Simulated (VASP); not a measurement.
Band structure of MoS₂ (2H layered). Computed with optB86b-vdW, VASP's PBE PAW potentials (set 64) (plane waves; VASP).

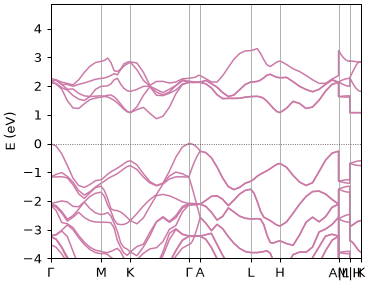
*Bands along high-symmetry lines, zero at the valence-band maximum or, without a gap, the Fermi level*

Q: Read the plot: is there a gap, and where are the band edges?

A: The gap is indirect, 0.86 eV, from the valence maximum at Γ to the conduction minimum at K-Γ at 0.44. (Edges off the drawn lines would not show.)

Measured: gap 1.29 eV (computed value off by -0.43 eV), as given by Wei Chen et al., Physical Review Materials (2018), doi:10.1103/physrevmaterials.2.073803.

The compound is MoS2 in the 2H layered structure. It was relaxed first.
